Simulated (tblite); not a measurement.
**Geometry relaxation of C₆H₁₂Ge (part 4 of 4)**

The same run, continued: C₆H₁₂Ge, SMILES CCC1=C[CH2][GeH2][CH2]1; GFN2-xTB geometry optimisation, gas phase (tblite 0.8.0). It belongs to a series of runs on one base structure; here: constitutional isomer.

Geometry of the input (Å):
```
C  2.5684  0.0270  0.5050
C  1.6462  0.3088  -0.6987
C  0.2123  0.0749  -0.3323
C  -0.2847  -1.1540  -0.1467
C  -1.7328  -1.3313  0.2092
Ge -2.4468  0.4592  0.2335
C  -0.7415  1.2434  -0.2292
H  2.4875  -1.0279  0.8241
H  2.2865  0.6825  1.3596
H  3.6097  0.2370  0.2305
H  1.9345  -0.3560  -1.5391
H  1.7964  1.3539  -1.0113
H  0.3501  -2.0342  -0.2122
H  -2.2382  -1.9318  -0.5811
H  -1.8434  -1.7971  1.2001
H  -2.8895  0.8695  1.6755
H  -3.4925  0.6827  -0.8774
H  -0.8206  1.7650  -1.1975
H  -0.4114  1.9377  0.5805
```

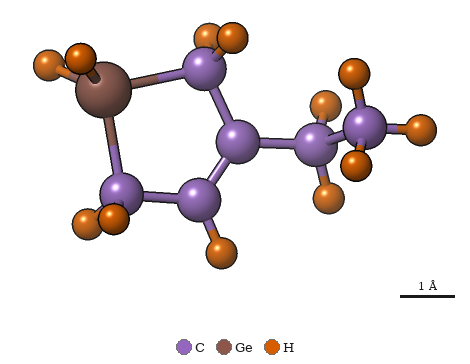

*The geometry at step 79 of the log (ball-and-stick view, seen on its broad side).*

**Trajectory as extended XYZ, continued**
```
19
Properties=species:S:1:pos:R:3:forces:R:3 step=71 energy=-567.47047
C     2.5129    0.3105    0.5211    0.0110   0.0160  -0.0100
C     1.6553    0.1434   -0.7354    0.0180  -0.0120   0.0110
C     0.2092   -0.0546   -0.3795    0.0160   0.0080   0.0010
C    -0.3614   -1.2481   -0.2890    0.0040   0.0140  -0.0140
C    -1.8047   -1.3968    0.0912   -0.0110   0.0140   0.0030
Ge   -2.4042    0.4772    0.3202   -0.0180  -0.0090  -0.0090
C    -0.5982    1.1805   -0.0758   -0.0070  -0.0030   0.0010
H     2.4380   -0.5746    1.1489   -0.0150   0.0010  -0.0030
H     2.1861    1.1711    1.0997   -0.0110   0.0090   0.0080
H     3.5566    0.4575    0.2544    0.0210  -0.0040  -0.0210
H     2.0183   -0.7191   -1.2997   -0.0110   0.0100   0.0060
H     1.7595    1.0314   -1.3662    0.0040  -0.0340   0.0340
H     0.1956   -2.1533   -0.4916    0.0050   0.0050  -0.0170
H    -2.3477   -1.9298   -0.6911   -0.0070  -0.0100   0.0000
H    -1.8987   -1.9929    1.0001    0.0030  -0.0050   0.0140
H    -2.9223    0.8198    1.6915    0.0010  -0.0070   0.0020
H    -3.4687    0.9085   -0.6524   -0.0040   0.0090   0.0000
H    -0.5720    1.8653   -0.9252   -0.0070  -0.0070   0.0010
H    -0.1633    1.7132    0.7713    0.0080   0.0070  -0.0070
19
Properties=species:S:1:pos:R:3:forces:R:3 step=73 energy=-567.47098
C     2.5133    0.3281    0.5197   -0.0020  -0.0030  -0.0070
C     1.6574    0.1315   -0.7331   -0.0120  -0.0010   0.0030
C     0.2111   -0.0607   -0.3775   -0.0090  -0.0100   0.0270
C    -0.3645   -1.2526   -0.2951   -0.0120   0.0140  -0.0180
C    -1.8096   -1.3973    0.0830    0.0050  -0.0110  -0.0060
Ge   -2.4016    0.4771    0.3231   -0.0210  -0.0130   0.0000
C    -0.5924    1.1752   -0.0648   -0.0010   0.0010  -0.0040
H     2.4351   -0.5427    1.1670    0.0040   0.0000  -0.0010
H     2.1843    1.2007    1.0794    0.0060   0.0050  -0.0090
H     3.5570    0.4681    0.2485    0.0110  -0.0030   0.0010
H     2.0185   -0.7423   -1.2806    0.0110   0.0120   0.0130
H     1.7595    1.0062   -1.3812    0.0160  -0.0100   0.0100
H     0.1869   -2.1599   -0.5074   -0.0020   0.0270  -0.0050
H    -2.3521   -1.9234   -0.7046   -0.0100  -0.0050   0.0070
H    -1.9074   -2.0003    0.9876    0.0050   0.0080   0.0010
H    -2.9183    0.8107    1.6968   -0.0020  -0.0050   0.0070
H    -3.4649    0.9215   -0.6454    0.0010   0.0050   0.0000
H    -0.5645    1.8665   -0.9085    0.0000  -0.0060  -0.0150
H    -0.1576    1.7028    0.7855    0.0110  -0.0050  -0.0010
19
Properties=species:S:1:pos:R:3:forces:R:3 step=75 energy=-567.47127
C     2.5143    0.3407    0.5179    0.0030  -0.0050   0.0100
C     1.6575    0.1235   -0.7303   -0.0030   0.0040   0.0070
C     0.2121   -0.0663   -0.3718   -0.0130   0.0070   0.0010
C    -0.3683   -1.2562   -0.3002   -0.0140   0.0030  -0.0060
C    -1.8135   -1.3986    0.0765   -0.0080  -0.0090  -0.0070
Ge   -2.4010    0.4762    0.3256    0.0010  -0.0040   0.0060
C    -0.5883    1.1709   -0.0566   -0.0100   0.0050   0.0030
H     2.4337   -0.5186    1.1803    0.0160   0.0000  -0.0020
H     2.1857    1.2229    1.0629    0.0170   0.0040  -0.0150
H     3.5585    0.4746    0.2436   -0.0070  -0.0060   0.0100
H     2.0201   -0.7563   -1.2661    0.0140  -0.0030   0.0080
H     1.7577    0.9889   -1.3898    0.0130   0.0100  -0.0090
H     0.1790   -2.1637   -0.5204    0.0060   0.0190   0.0000
H    -2.3555   -1.9195   -0.7146   -0.0200  -0.0070   0.0050
H    -1.9147   -2.0057    0.9781    0.0080   0.0080  -0.0010
H    -2.9154    0.8052    1.7016   -0.0040  -0.0080   0.0030
H    -3.4612    0.9312   -0.6408   -0.0030   0.0040  -0.0020
H    -0.5569    1.8641   -0.8990   -0.0010  -0.0120  -0.0100
H    -0.1536    1.6961    0.7954    0.0060  -0.0100  -0.0020
19
Properties=species:S:1:pos:R:3:forces:R:3 step=77 energy=-567.47159
C     2.5148    0.3523    0.5171    0.0010   0.0020   0.0080
C     1.6578    0.1159   -0.7272    0.0130   0.0070   0.0010
C     0.2118   -0.0712   -0.3686    0.0020   0.0220  -0.0300
C    -0.3735   -1.2589   -0.3079   -0.0020  -0.0030   0.0050
C    -1.8178   -1.4004    0.0698   -0.0230   0.0080  -0.0030
Ge   -2.4010    0.4746    0.3286    0.0190   0.0120   0.0030
C    -0.5854    1.1670   -0.0494   -0.0090   0.0010   0.0050
H     2.4337   -0.4956    1.1935    0.0140  -0.0070   0.0060
H     2.1865    1.2441    1.0461    0.0200   0.0080  -0.0030
H     3.5593    0.4810    0.2407   -0.0130  -0.0070   0.0100
H     2.0247   -0.7693   -1.2510   -0.0020  -0.0130   0.0070
H     1.7596    0.9723   -1.3981   -0.0020   0.0150  -0.0130
H     0.1715   -2.1656   -0.5340    0.0140  -0.0030  -0.0020
H    -2.3627   -1.9172   -0.7216   -0.0220  -0.0120   0.0000
H    -1.9185   -2.0091    0.9701    0.0070  -0.0010   0.0030
H    -2.9130    0.7992    1.7067   -0.0080  -0.0100   0.0010
H    -3.4579    0.9411   -0.6363   -0.0030  -0.0010   0.0020
H    -0.5524    1.8626   -0.8903    0.0020  -0.0170   0.0040
H    -0.1474    1.6865    0.8044   -0.0090  -0.0010  -0.0050
19
Properties=species:S:1:pos:R:3:forces:R:3 step=79 energy=-567.47183
C     2.5147    0.3614    0.5172   -0.0060   0.0000  -0.0040
C     1.6589    0.1102   -0.7256    0.0090   0.0060  -0.0100
C     0.2113   -0.0740   -0.3695    0.0100   0.0040  -0.0180
C    -0.3773   -1.2607   -0.3137    0.0060  -0.0010  -0.0020
C    -1.8221   -1.4013    0.0642   -0.0090   0.0100  -0.0010
Ge   -2.4001    0.4741    0.3311    0.0070   0.0130  -0.0020
C    -0.5835    1.1640   -0.0439    0.0050  -0.0050  -0.0040
H     2.4347   -0.4782    1.2041    0.0020   0.0010   0.0050
H     2.1876    1.2610    1.0333    0.0140   0.0030   0.0070
H     3.5589    0.4861    0.2395    0.0000  -0.0050   0.0030
H     2.0281   -0.7809   -1.2387   -0.0120   0.0010   0.0130
H     1.7623    0.9596   -1.4066   -0.0070  -0.0020   0.0020
H     0.1673   -2.1670   -0.5427    0.0060  -0.0060  -0.0030
H    -2.3702   -1.9154   -0.7269   -0.0110  -0.0080   0.0020
H    -1.9209   -2.0118    0.9636    0.0020  -0.0010   0.0000
H    -2.9117    0.7934    1.7103   -0.0090  -0.0090   0.0040
H    -3.4557    0.9487   -0.6323    0.0030  -0.0040   0.0070
H    -0.5499    1.8625   -0.8821    0.0040  -0.0060   0.0020
H    -0.1422    1.6775    0.8115   -0.0150   0.0090  -0.0010
19
Properties=species:S:1:pos:R:3:forces:R:3 step=81 energy=-567.47193
C     2.5148    0.3652    0.5167    0.0030   0.0000  -0.0020
C     1.6594    0.1083   -0.7251   -0.0050   0.0010  -0.0030
C     0.2115   -0.0749   -0.3698    0.0010  -0.0100   0.0030
C    -0.3782   -1.2612   -0.3150    0.0010  -0.0010  -0.0100
C    -1.8241   -1.4012    0.0618    0.0100   0.0010  -0.0020
Ge   -2.3993    0.4747    0.3318   -0.0050   0.0000   0.0020
C    -0.5823    1.1628   -0.0416    0.0050  -0.0010  -0.0070
H     2.4353   -0.4708    1.2081   -0.0060   0.0010   0.0040
H     2.1897    1.2680    1.0282    0.0070   0.0040   0.0080
H     3.5590    0.4873    0.2385    0.0080  -0.0040  -0.0020
H     2.0277   -0.7861   -1.2327   -0.0020   0.0000   0.0040
H     1.7625    0.9541   -1.4102   -0.0020  -0.0010   0.0000
H     0.1664   -2.1675   -0.5456   -0.0020  -0.0020  -0.0010
H    -2.3727   -1.9146   -0.7300   -0.0030   0.0020   0.0070
H    -1.9230   -2.0135    0.9602    0.0000   0.0050  -0.0040
H    -2.9120    0.7901    1.7116   -0.0060  -0.0070   0.0030
H    -3.4550    0.9515   -0.6301    0.0020  -0.0020   0.0040
H    -0.5478    1.8616   -0.8789    0.0020   0.0080  -0.0070
H    -0.1419    1.6755    0.8145   -0.0080   0.0070   0.0030
19
Properties=species:S:1:pos:R:3:forces:R:3 step=83 energy=-567.47200
C     2.5156    0.3712    0.5156    0.0080   0.0030   0.0060
C     1.6596    0.1048   -0.7235   -0.0030  -0.0020   0.0060
C     0.2120   -0.0772   -0.3677   -0.0040  -0.0020   0.0050
C    -0.3799   -1.2626   -0.3177   -0.0010  -0.0020  -0.0070
C    -1.8262   -1.4014    0.0579    0.0070  -0.0020  -0.0020
Ge   -2.3988    0.4748    0.3331   -0.0010  -0.0070   0.0040
C    -0.5804    1.1609   -0.0380   -0.0040   0.0050  -0.0030
H     2.4353   -0.4584    1.2146   -0.0060   0.0010   0.0010
H     2.1929    1.2790    1.0199    0.0050   0.0030   0.0050
H     3.5601    0.4891    0.2360    0.0040  -0.0050  -0.0020
H     2.0276   -0.7936   -1.2235    0.0050  -0.0040  -0.0060
H     1.7623    0.9453   -1.4150   -0.0020   0.0020  -0.0050
H     0.1634   -2.1688   -0.5511   -0.0030  -0.0050   0.0000
H    -2.3752   -1.9130   -0.7348   -0.0010   0.0070   0.0060
H    -1.9266   -2.0158    0.9548    0.0020   0.0070  -0.0020
H    -2.9121    0.7853    1.7142   -0.0020  -0.0060  -0.0010
H    -3.4535    0.9563   -0.6269   -0.0020  -0.0010   0.0000
H    -0.5442    1.8604   -0.8747    0.0000   0.0080  -0.0050
H    -0.1418    1.6732    0.8194   -0.0020   0.0010  -0.0020
19
Properties=species:S:1:pos:R:3:forces:R:3 step=85 energy=-567.47206
C     2.5169    0.3739    0.5154    0.0040   0.0020   0.0040
C     1.6598    0.1031   -0.7222    0.0010  -0.0010   0.0040
C     0.2120   -0.0782   -0.3665   -0.0010   0.0080   0.0000
C    -0.3809   -1.2632   -0.3199    0.0010  -0.0010   0.0030
C    -1.8269   -1.4014    0.0559   -0.0020   0.0000   0.0000
Ge   -2.3990    0.4744    0.3340    0.0040  -0.0020  -0.0010
C    -0.5800    1.1604   -0.0370   -0.0060   0.0040   0.0010
H     2.4351   -0.4527    1.2176   -0.0020  -0.0020   0.0050
H     2.1960    1.2841    1.0163    0.0040   0.0050   0.0030
H     3.5615    0.4890    0.2344   -0.0010  -0.0060   0.0010
H     2.0280   -0.7969   -1.2191    0.0040  -0.0040  -0.0070
H     1.7626    0.9413   -1.4166   -0.0040   0.0020  -0.0060
H     0.1620   -2.1696   -0.5534   -0.0020  -0.0050  -0.0020
H    -2.3770   -1.9121   -0.7364   -0.0020   0.0040  -0.0020
H    -1.9278   -2.0160    0.9524    0.0050   0.0020   0.0040
H    -2.9130    0.7820    1.7154    0.0000  -0.0050  -0.0010
H    -3.4531    0.9584   -0.6252   -0.0050  -0.0010  -0.0010
H    -0.5433    1.8604   -0.8737    0.0000   0.0000   0.0020
H    -0.1426    1.6724    0.8212    0.0020  -0.0010  -0.0060
```

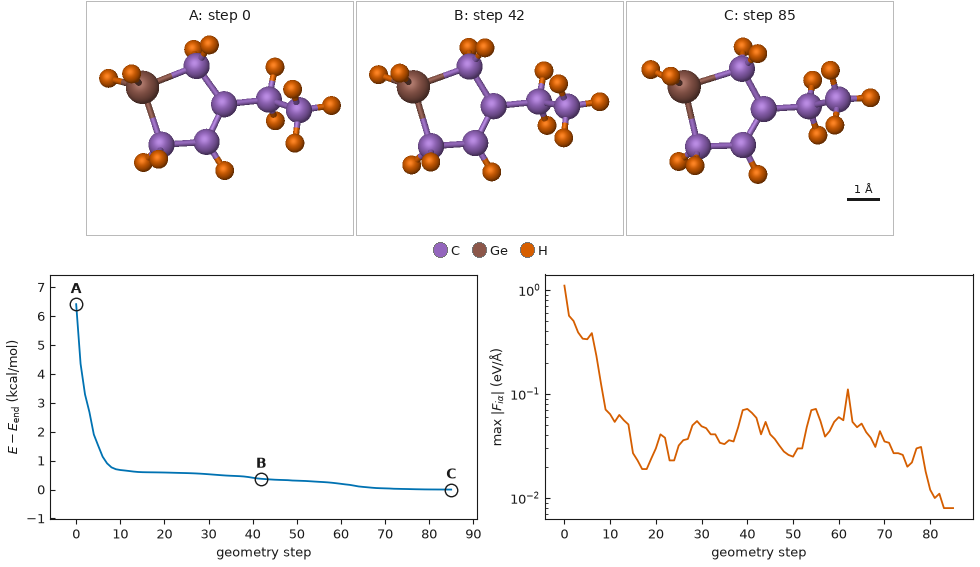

*Frames of the relaxation (ball-and-stick view, seen on its broad side) above the curves, on which the letters mark them (steps are counted from 0).*

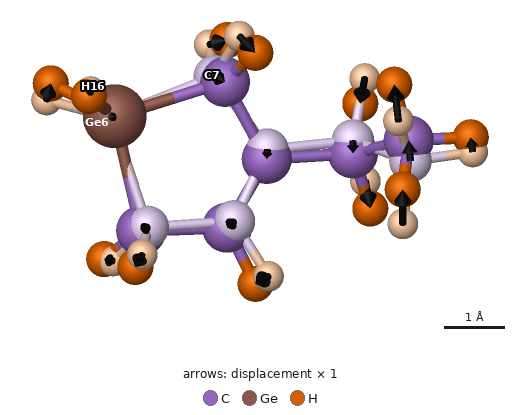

*Start (faint) and end (solid) with the displacements as black arrows, at true length (ball-and-stick view, seen on its broad side). The two geometries are laid on each other by the best rigid fit.*

The energy falls by 6.41 kcal/mol in 85 geometry steps. Largest force component: 1.1 eV/Å at the start, 0.008 eV/Å at the end. The largest moves after the best rigid fit, 0.70 Å, are those of H8 and H9. Largest moves by element: H 0.70 Å, C 0.35 Å, Ge 0.11 Å. Distances before and after: Ge6–H16 1.563 → 1.506 Å, C5–Ge6 1.928 → 1.981 Å, Ge6–H17 1.542 → 1.505 Å, C7–H19 1.117 → 1.091 Å. Among the angles that change: H16–Ge6–H17 115.8° → 106.3°, H18–C7–H19 111.3° → 106.8°, C5–Ge6–H16 111.1° → 114.9°. (Atoms are counted from 1 in the order of the input.)
